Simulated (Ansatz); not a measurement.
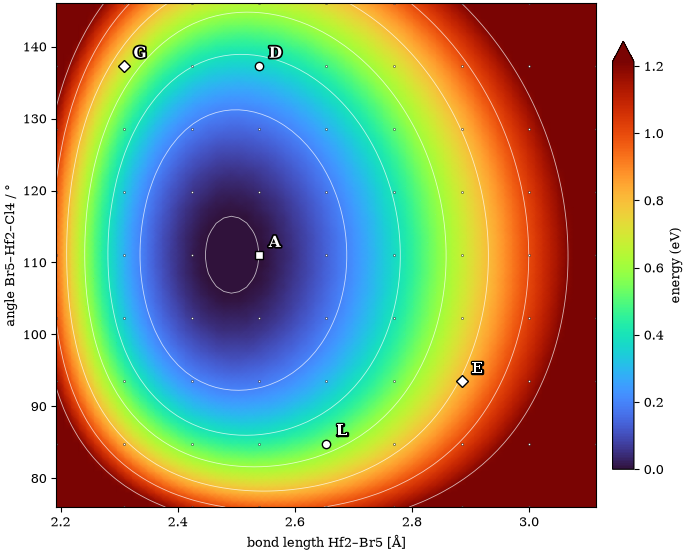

BrClF₂Hf, SMILES [F][Hf]([F])([Cl])[Br]. First axis: bond length Hf2–Br5. Second axis: angle Br5–Hf2–Cl4. Nothing is relaxed (all other coordinates rigid). The scan uses a 9 × 9 grid. Energies: eV, counted from the lowest grid point. Theory: Ansatz 0.2.0, RKS CAM-B3LYP-D4/def2-SVP.

Drawn: a smooth colour map with a few white contour lines, dots at the grid points, one colour for all values above the top of the scale, lettered points. Between grid points the surface is interpolated.

Is D the lowest point of the computed grid?

Answer. No. D lies 0.36 eV above the lowest grid point, which is at bond length Hf2–Br5 = 2.539 Å, angle Br5–Hf2–Cl4 = 111.0°.

What kind of point is each of A, D, E, G, L: minimum, saddle, maximum or slope?

Answer. A: minimum; D: on a slope; E: on a slope; G: on a slope; L: on a slope. (In these two coordinates alone; a stationary point may lie a little off the grid point.)
